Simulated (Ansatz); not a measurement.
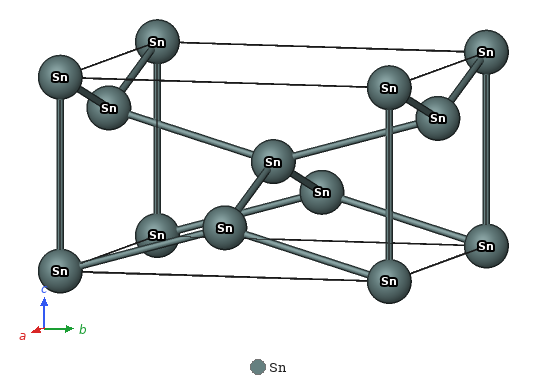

Ball-and-stick model, viewed slightly off an axis. The wireframe shows the conventional unit cell.

Edges and angles: a = 5.829 Å, b = 5.829 Å, c = 3.312 Å, α = 90.00°, β = 90.00°, γ = 90.00°.

Treated as bonds: Sn–Sn up to 3.39 Å (cut-off distances).

Q: What is the cell content?

A: 4 (tin), counting shared atoms by their share.

Q: Which of the Bravais lattices applies?

A: Body-centred tetragonal.

Q: Give the space group.

A: I4_1/amd (No. 141), with Sn on 4a.

Q: Which textbook structure type do you recognise?

A: Β-tin type.

The cell started as a structure type known for this element. It was relaxed at fixed volume with Ansatz 0.2.0, DFT HSE06, scalar-relativistic, plane waves, PAW.
